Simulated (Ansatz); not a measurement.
BH$_{2}$Cl$_{3}$: several calculations on one system

## 1. Relaxation

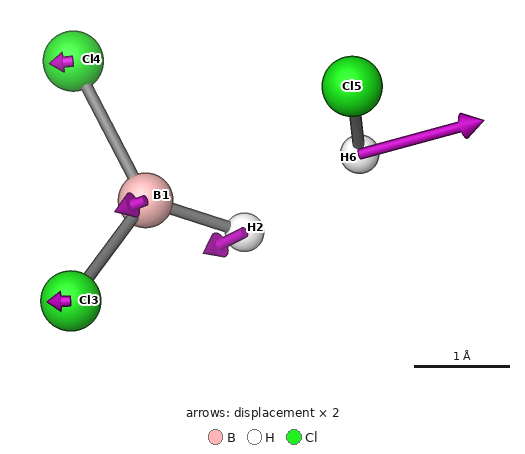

A relaxation of BH₂Cl₃. The starting structure is drawn; purple arrows show the displacements, magnified 2 times. The two geometries are superimposed by the best rigid fit.

The picture is a ball-and-stick view, seen from a free direction.

The run prepares an end point of a later path (reaction) calculation, from a guessed geometry.

These are results of RKS B3LYP-D4/def2-SVP (Ansatz 0.2.0), not measurements.

Input
```yaml
crystal:
  periodic: [false, false, false]
  atoms:
    - { symbol: B, position_ang: [0.005314, 0.243091, -0.066268] }
    - { symbol: H, position_ang: [0.016916, 0.380941, 1.120135] }
    - { symbol: Cl, position_ang: [1.518477, 0.257169, -0.934937] }
    - { symbol: Cl, position_ang: [-1.527887, 0.174585, -0.897972] }
    - { symbol: Cl, position_ang: [0.090031, -2.586927, 1.106783] }
    - { symbol: H, position_ang: [0.026049, -1.39256, 1.691959] }
basis:
  gaussian: { orbitals: def2-SVP }
hamiltonian:
  xc: b3lyp
  dispersion: d4
relax:
  f_tol: 0.03
  max_steps: 50
```

Run as
```bash
ansatz run input.yaml --threads 1 --pin off --max-ram 2048MiB --backend cpu --events-out ev --progress --plain --runs-dir out
```

Q: Atoms of which element are displaced furthest, and by how much?

A: Hydrogen: up to 0.73 Å, against 0.20 Å for boron.

Q: What happened in the run?

A: H6 moves most after the best rigid fit: 0.73 Å. By element the largest moves are H 0.73 Å, B 0.20 Å, Cl 0.13 Å. Some distances before and after: Cl5–H6 1.332 → 1.290 Å. The energy falls by 1.88 kcal/mol in 13 accepted moves (16 points after the start). The largest force component goes from 1.1 to 0.018 eV/Å. The line search rejected the trial steps at points 8, 10, 11 of the run. The forces were under the threshold at step 9, but the run went on from there. The run took 42 s on 1 thread of Arm Neoverse V2, with other jobs on the host, peak memory 0.17 GiB.

## 2. Relaxation

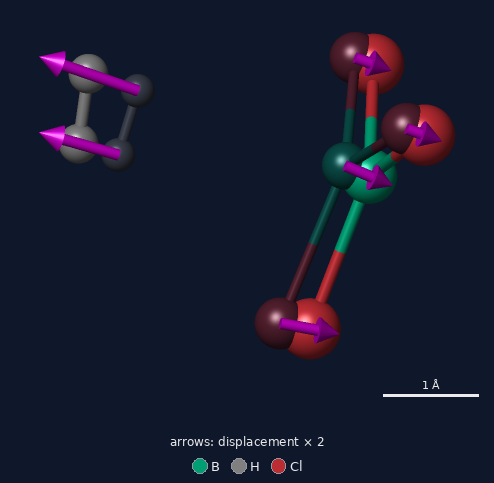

This is a relaxation of BH2Cl3. The starting structure is drawn faded, the final one solid; purple arrows show the displacements, magnified 2 times. The two geometries are superimposed by the best rigid fit.

A ball-and-stick model, seen at a tilt.

The run prepares an end point of a later path (reaction) calculation, from a guessed geometry.

Computed with RKS B3LYP-D4/def2-SVP (Ansatz 0.2.0). (no spin polarisation; force threshold 0.03 eV/Å; at most 50 steps)

**Atoms of which element are displaced furthest, and by how much?**

Hydrogen: up to 0.57 Å, against 0.33 Å for chlorine.

**Describe the change and its energy.**

After 6 geometry steps the energy has fallen by 0.229 eV. The largest force component goes from 1.8 to 0.0016 eV/Å. An H atom moves most after the best rigid fit: 0.57 Å. By element the largest moves are H 0.57 Å, Cl 0.33 Å, B 0.28 Å. Near-neighbour distances that change, for instance: B–Cl 1.818 → 1.751 Å, H–H 0.717 → 0.760 Å, B–Cl 1.742 → 1.750 Å. The run took 18 s on 1 thread of Arm Neoverse V2, on a shared host, peak memory 0.15 GiB.

Limits of the set-up: the start holds two separate molecules, 2.4 Å apart at their closest, whose relative position is a soft coordinate.

## 3. Path

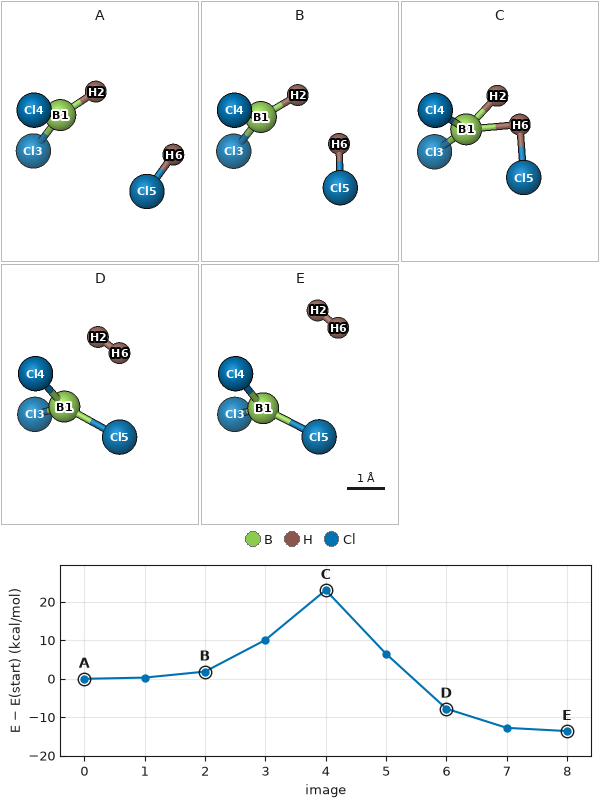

NEB run on BH2Cl3, made up at the start of BHCl2 and HCl. Images are numbered from 0 (start) to 8 (end). Frames A to E are images 0, 2, 4, 6, 8. A ball-and-stick model, seen from a free direction.

Computed with RKS B3LYP-D4/def2-SVP (Ansatz).

Input
```yaml
crystal:
  periodic: [false, false, false]
  atoms:
    - { symbol: B, position_ang: [0.001525, 0.408986, -0.175125] }
    - { symbol: H, position_ang: [0.01145, 0.647377, 0.998294] }
    - { symbol: Cl, position_ang: [1.512138, 0.327435, -1.04878] }
    - { symbol: Cl, position_ang: [-1.526278, 0.246755, -1.007] }
    - { symbol: Cl, position_ang: [0.095069, -2.615544, 1.077705] }
    - { symbol: H, position_ang: [0.034996, -1.93871, 2.174606] }
basis:
  gaussian: { orbitals: def2-SVP }
hamiltonian:
  xc: b3lyp
  dispersion: d4
neb:
  order_check: false
  images: 7
  f_tol: 0.05
  max_iterations: 60
  final_atoms:
    - { symbol: B, position_ang: [0.02421828, -0.68793981, -0.70214071] }
    - { symbol: H, position_ang: [6.099e-05, 0.2952888, 2.39503923] }
    - { symbol: Cl, position_ang: [1.51537397, 0.19090565, -0.95832201] }
    - { symbol: Cl, position_ang: [-1.51468514, 0.10973992, -0.94111738] }
    - { symbol: Cl, position_ang: [0.07203342, -2.36861352, -0.21211726] }
    - { symbol: H, position_ang: [0.03189848, -0.46308205, 2.43835813] }
  initial_path:
    images:
      - { positions_ang: [[0.001525, 0.408986, -0.175125], [0.01145, 0.647377, 0.998294], [1.512138, 0.327435, -1.04878], [-1.526278, 0.246755, -1.007], [0.095069, -2.615544, 1.077705], [0.034996, -1.93871, 2.174606]] }
      - { positions_ang: [[0.00051247, 0.30943922, -0.12725006], [0.0086832, 0.47547401, 1.13760204], [1.53572945, 0.25756679, -1.01557143], [-1.54847506, 0.19388473, -0.98281997], [0.09555214, -2.47617693, 0.96554482], [0.03689779, -1.68388883, 2.04219459]] }
      - { positions_ang: [[-0.00050006, 0.20989245, -0.07937512], [0.0059164, 0.30357103, 1.27691009], [1.5593209, 0.18769857, -0.98236285], [-1.57067211, 0.14101446, -0.95863994], [0.09603528, -2.33680985, 0.85338464], [0.03879958, -1.42906766, 1.90978318]] }
      - { positions_ang: [[-0.00151259, 0.11034567, -0.03150018], [0.0031496, 0.13166804, 1.41621813], [1.58291236, 0.11783036, -0.94915428], [-1.59286917, 0.08814419, -0.93445991], [0.09651843, -2.19744278, 0.74122447], [0.04070137, -1.17424648, 1.77737177]] }
      - { positions_ang: [[-0.00252512, 0.0107989, 0.01637475], [0.0003828, -0.04023495, 1.55552617], [1.60650381, 0.04796214, -0.9159457], [-1.61506622, 0.03527392, -0.91027988], [0.09700157, -2.05807571, 0.62906429], [0.04260316, -0.91942531, 1.64496037]] }
      - { positions_ang: [[0.00416073, -0.16388578, -0.16325411], [0.00030235, 0.04364599, 1.76540444], [1.58372135, 0.08369802, -0.92653978], [-1.58997095, 0.05389042, -0.91798926], [0.09075953, -2.13571016, 0.4187689], [0.03992699, -0.80533949, 1.84330981]] }
      - { positions_ang: [[0.01084658, -0.33857046, -0.34288298], [0.00022189, 0.12752693, 1.9752827], [1.56093889, 0.1194339, -0.93713385], [-1.56487568, 0.07250692, -0.92569863], [0.0845175, -2.21334461, 0.20847352], [0.03725082, -0.69125368, 2.04165925]] }
      - { positions_ang: [[0.01753243, -0.51325513, -0.52251184], [0.00014144, 0.21140787, 2.18516096], [1.53815643, 0.15516977, -0.94772793], [-1.53978041, 0.09112342, -0.93340801], [0.07827546, -2.29097907, -0.00182187], [0.03457465, -0.57716786, 2.24000869]] }
      - { positions_ang: [[0.02421828, -0.68793981, -0.70214071], [6.099e-05, 0.2952888, 2.39503923], [1.51537397, 0.19090565, -0.95832201], [-1.51468514, 0.10973992, -0.94111738], [0.07203342, -2.36861352, -0.21211726], [0.03189848, -0.46308205, 2.43835813]] }
```

Run as
```bash
ansatz run input.yaml --threads 1 --pin off --max-ram 2048MiB --backend cpu --events-out ev --progress --plain --runs-dir out
```

> What happens along the path, and what is the barrier?

Breaking: B1–H2 (1.20 → 1.31 at the top → 3.25 Å), Cl5–H6 (1.29 → 1.57 at the top → 3.26 Å). Forming: B1–Cl5 (3.28 → 2.12 at the top → 1.75 Å), H2–H6 (2.84 → 1.05 at the top → 0.76 Å). The energy climbs by 23.0 kcal/mol to image 4 and then falls by 36.6 kcal/mol, so the end point sits at −13.6 kcal/mol. The band converged in 26 iterations, with a climbing image at the top. At the top, the vibrational analysis gives one imaginary mode (895i cm⁻¹), as a transition state must have.

Limits of the set-up: the start holds two separate molecules, 2.8 Å apart at their closest, whose relative position is a soft coordinate.
